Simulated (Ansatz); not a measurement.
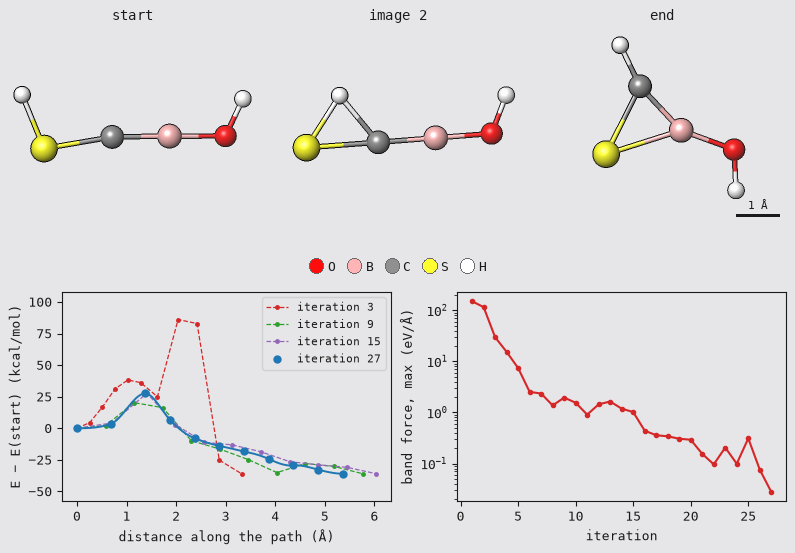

A search for the minimum-energy path of CH$_{2}$BOS (multiplicity 2) by the nudged elastic band. Images are numbered from 0 (start) to 10 (end). The plot follows the band through its iterations. The picture is a ball-and-stick view, seen face on.

Level of theory: UKS PBE-D4/def2-SVP (Ansatz). Run with 9 movable images; climbing image; force threshold 0.03 eV/Å; iteration limit 60; spring constant 20.0 eV/Å²; starting path through a guess of the saddle point.

Question: Judge this run.

Answer: The run is converged, with reservations. The band converged in 27 iterations. The largest component of the band force went from 150 to 0.028 eV/Å. The climbing image converged on the top of the path. Its curvatures weren't checked. The first iteration put the highest image at 578.4 kcal/mol. Forward barrier 27.5 kcal/mol, backward barrier 63.5 kcal/mol, with image 2 at the top; the reaction energy is −36.0 kcal/mol.

Cost: 3.2 min on 2 threads of Intel(R) Xeon(R) 6975P-C (Granite Rapids), with other jobs on the host, peak memory 0.17 GiB.
